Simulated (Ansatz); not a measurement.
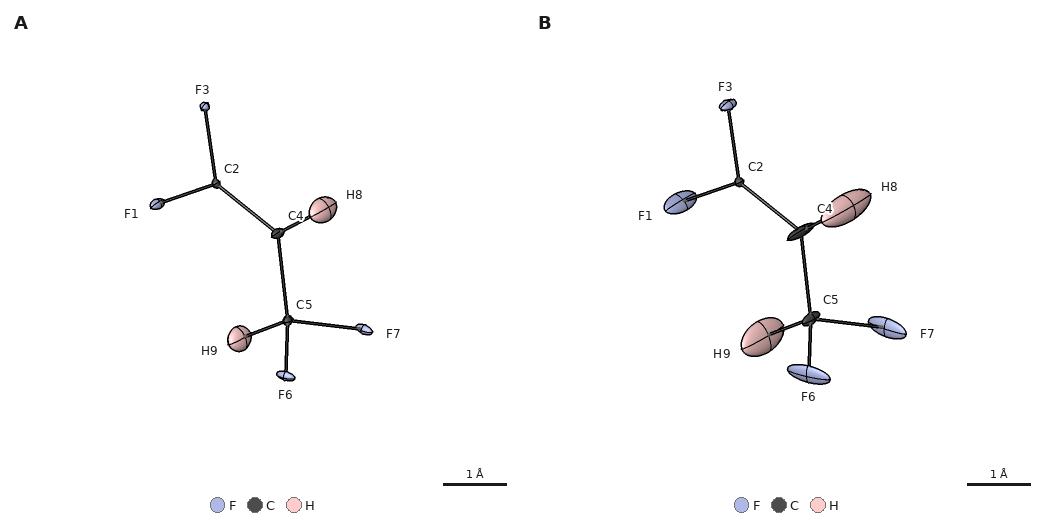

Displacement ellipsoids at the 50 % level, from the internal vibrations of the free molecule (harmonic, no overall translation or rotation; no half-axis is drawn under 0.075 Å). Vibrations computed with RKS PBE0-D4/def2-TZVP (Ansatz 0.2.0). One panel is for 100 K, the other for 600 K.

> Which panel is for 600 K?

B.

> How much does the mean-square displacement of F1 grow, and why?

U_eq goes from 0.0055 to 0.0276 Å², a factor of 5.1. Modes below kT (417 cm⁻¹ at 600 K) grow about in proportion to T, and the lowest lies at 55 cm⁻¹; the mean-square amplitude of a mode is its zero-point value times coth(ħω/2kT), which comes close to 1 only above about 3kT.
